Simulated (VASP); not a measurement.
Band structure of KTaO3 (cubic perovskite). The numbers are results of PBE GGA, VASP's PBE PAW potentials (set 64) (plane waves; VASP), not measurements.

Unless said otherwise, spin-orbit coupling is left out, though it shifts the bands of the heavy elements here.

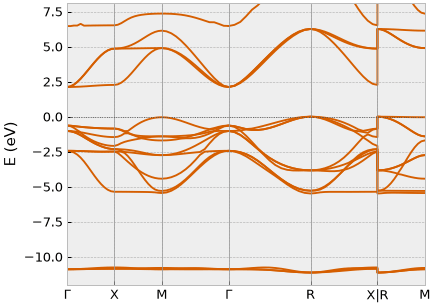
Figure: Bands along high-symmetry lines, zero at the valence-band maximum or, without a gap, the Fermi level

### Question
Read the plot: is there a gap, and where are the band edges?

### Answer
The gap is indirect, 2.12 eV, from the valence maximum at R to the conduction minimum at Γ. (Edges off the drawn lines would not show.)

Measured: gap 3.64 eV (computed value off by -1.52 eV), as given by Burak Himmetoglu et al., Journal of Physics Condensed Matter (2016), arXiv:1601.06205.

The compound is KTaO3 in the cubic perovskite structure. It was relaxed first.
